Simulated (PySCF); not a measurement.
## Electronic structure of C₅H₁₀N₂O₂ (SMILES CNC(=O)[C@H](C)C(N)=O) in real space

```xyz
19

C     2.8127    0.3684   -0.2277
N     1.4070    0.0499   -0.2368
C     0.6616    0.0517    0.8783
O     1.0873    0.2431    1.9986
C    -0.8221   -0.2724    0.6273
C    -0.9632   -1.7290    0.1720
C    -1.3792    0.6534   -0.4384
N    -2.4101    1.4296   -0.0497
O    -0.9336    0.6938   -1.5698
H     3.0017    1.3215   -0.7258
H     3.1317    0.4357    0.8113
H     3.3792   -0.4157   -0.7326
H     0.9205    0.0581   -1.1264
H    -1.3433   -0.1315    1.5775
H    -0.4731   -2.3910    0.8816
H    -0.5125   -1.8648   -0.8079
H    -2.0150   -2.0018    0.1094
H    -2.8040    2.0790   -0.7116
H    -2.7554    1.4314    0.8930
```

Geometry: GFN2-xTB.

All numbers below come from PBE0/pcSseg-1, SCF density, gas phase, non-relativistic (PySCF).

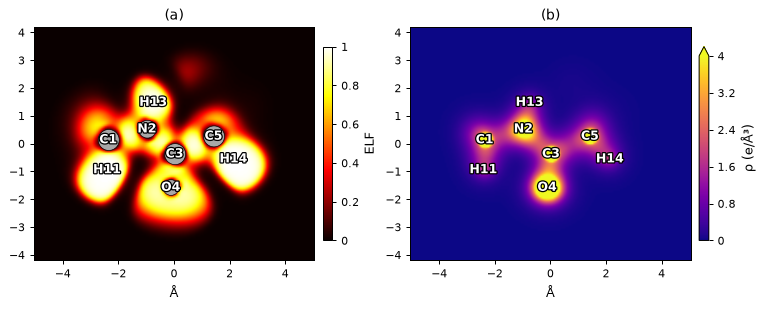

Figure 1. (a) ELF; (b) total electron density on the plane of atoms C1, N2 and C3. Grey discs cover the atomic cores in the ELF map.

> Read the bonding off the picture.

The plane passes through C, N, O and H nuclei.
C–O (1.21 Å): the density is about 3.2 e/Å³ at the midpoint; the ELF peaks at about 0.85 between the atoms: a multiple bond.
C–N (1.34 Å): the density is about 2.4 e/Å³ at the midpoint; the ELF peaks at about 0.90 between the atoms (a covalent bond).
C–C (1.54 Å): ρ is about 1.6 e/Å³ halfway; the ELF peaks at about 0.95 between the atoms; localised, covalent bonding.
N–H (1.01 Å): the density is about 2.9 e/Å³ at the midpoint; the ELF climbs to about 1 towards the hydrogen, as it does in any bond to H (an ordinary covalent bond to hydrogen).
C–N (1.44 Å): ρ is about 1.9 e/Å³ halfway; the ELF peaks at about 0.95 between the atoms, as expected for localised, covalent bonding.
The ELF also peaks beside O4, away from the bonds: lone-pair regions.

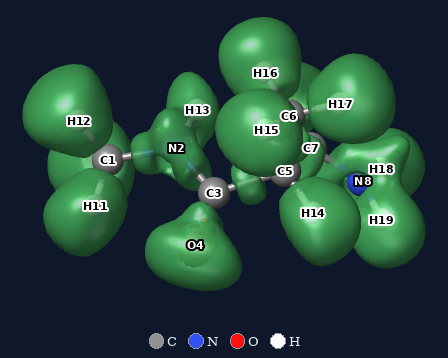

Figure 2. Isosurface of the electron localisation function at 0.75 (green), seen from one side. Core shells and regions of very low density are left out.

> Identify the bonds, lone pairs and shells in this picture.

The surface consists of three regions between bonded C–C atoms (shared pairs), seven regions around hydrogen nuclei, two regions on O in which the atom's valence shell and bonds are merged and two joined regions spread over several atoms (H, N), in which their bonds and any lone pairs are merged.

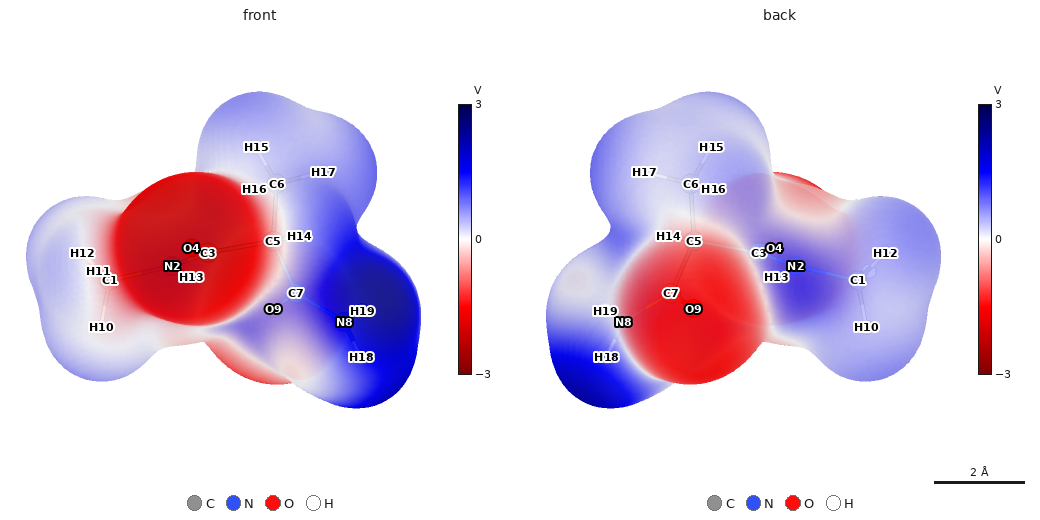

Figure 3. The molecular electrostatic potential painted on the density surface at 0.002 e/bohr³, seen from the front and from behind; the colour scale runs from red (negative) to blue (positive).

> Describe the electrostatic potential map.

The most negative region (about −2.1 V) lies over O4, the most positive (about +2.4 V) over H19. O4 is the likeliest acceptor of a hydrogen bond.

> How polar is the molecule by this calculation?

Its dipole moment is 2.67 D.
